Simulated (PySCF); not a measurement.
```xyz
12

C    -1.5204   -0.7951   -0.8478
C    -0.4119   -0.2223   -0.3889
C    -0.0836   -0.0247    1.0805
B     1.3345    0.7070    1.0189
O     1.7325    0.8848   -0.2655
B     0.8128    0.3912   -1.1518
F     1.0340    0.4792   -2.4511
H    -1.6979   -0.9081   -1.9042
H    -2.2882   -1.1712   -0.1884
H    -0.0622   -0.9830    1.6030
H    -0.8595    0.5640    1.5734
H     2.0109    1.0775    1.8958
```

Geometry: GFN2-xTB.

Theory: PBE0/pcSseg-1, SCF density, gas phase, non-relativistic (PySCF 2.14.0).

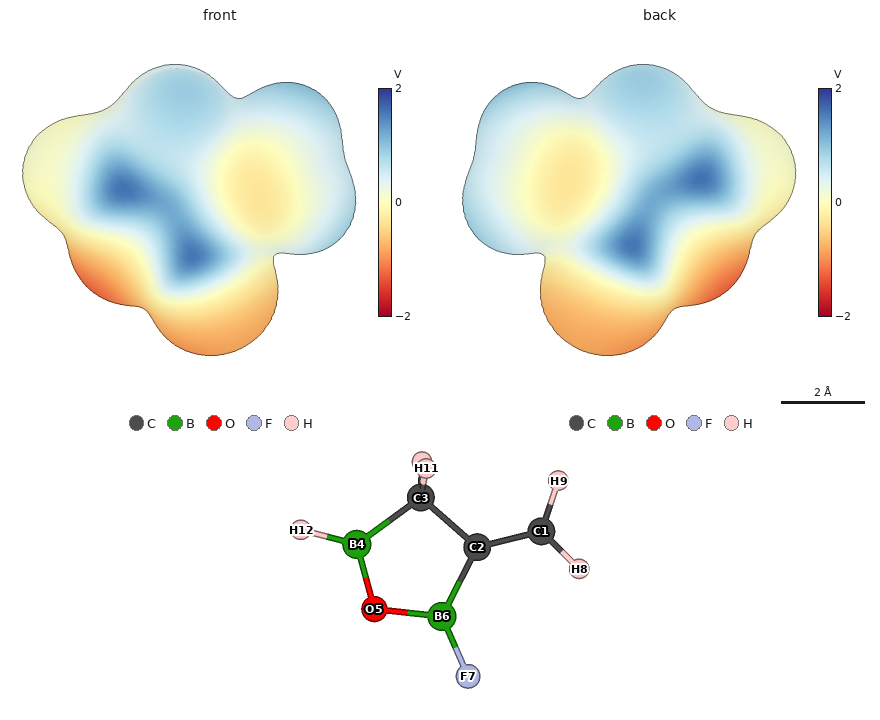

C3H5B2FO (SMILES C=C1CBOB1F). The electrostatic potential painted on the density surface at 0.002 e/bohr³, seen from the front and from behind; red is negative and blue positive. The bare structure is drawn below in the same view.

**Where is the surface potential most negative and most positive?**

The most negative region (about −1.2 V) lies over O5, the most positive (about +1.6 V) over B4 and B6. O5 is the likeliest acceptor of a hydrogen bond.

**What dipole moment does the calculation give?**

Its dipole moment is 2.32 D.
